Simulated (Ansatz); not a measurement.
System: H3InO2···H2O.

Input file:

```
crystal:
  periodic: [false, false, false]
  atoms:
    - { symbol: In, position_ang: [0.904659, 1.510069, 1.278829] }
    - { symbol: O, position_ang: [-0.537934, 1.412336, -0.222841] }
    - { symbol: O, position_ang: [-0.856995, -0.742703, 0.918164] }
    - { symbol: O, position_ang: [1.159121, -0.918625, -0.809301] }
    - { symbol: H, position_ang: [-0.144894, -0.788296, 0.236044] }
    - { symbol: H, position_ang: [0.214185, -0.816466, -0.526731] }
    - { symbol: H, position_ang: [-0.775888, 2.13794, -0.810663] }
    - { symbol: H, position_ang: [-1.308529, 0.057096, 0.561944] }
    - { symbol: H, position_ang: [1.346373, -1.851452, -0.625445] }
basis:
  gaussian: { orbitals: def2-SVP }
hamiltonian:
  xc: cam_b3lyp
  dispersion: d4
relax:
  f_tol: 0.03
  max_steps: 50
output:
  orbitals: {}
```

Launched as:

```sh
ansatz run input.yaml --threads 2 --pin off --max-ram 3072MiB --backend cpu --events-out ev --progress --plain --runs-dir out
```

The fields are those of the relaxed geometry.

Core potentials replace the inner electrons of In.

Theory: Ansatz 0.2.0, RKS CAM-B3LYP-D4/def2-SVP.

Q: What can the converged electron density and electron localisation function tell about the bonding?

A: In–O (2.20 Å): ρ at the midpoint is about 0.44 e/Å³; the ELF peaks at about 0.85 in the valence shell of O, 0.6 Å from its nucleus, and drops to about 0.10 between the two atoms.
O–H (0.99 Å): ρ is about 3.6 e/Å³ halfway; the ELF climbs to about 1 towards the hydrogen, as it does in any bond to H; a covalent bond by its length.
In–O (2.52 Å): ρ at the midpoint is about 0.23 e/Å³; the ELF is about 0.10 at the midpoint.

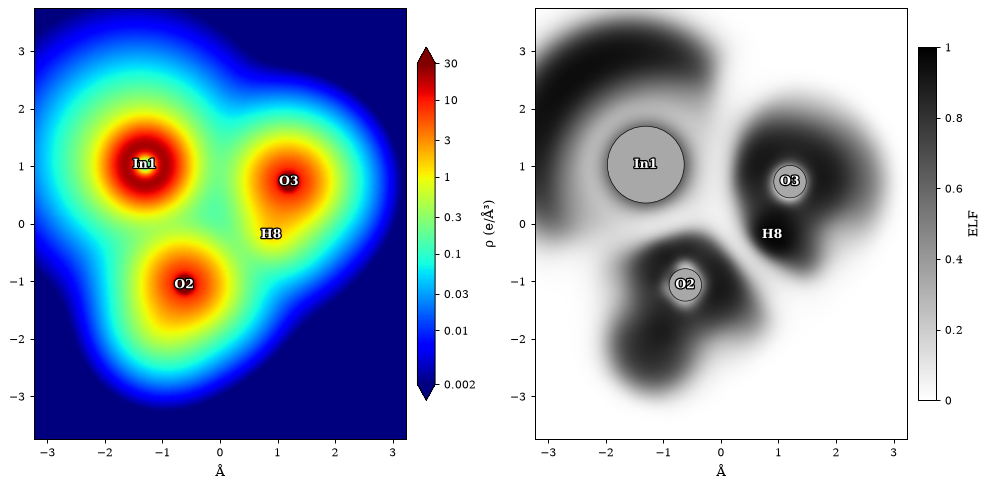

Computed electron density and electron localisation function on the plane of atoms O2, In1 and O3, in this order. Grey discs cover the atomic cores in the ELF map. 
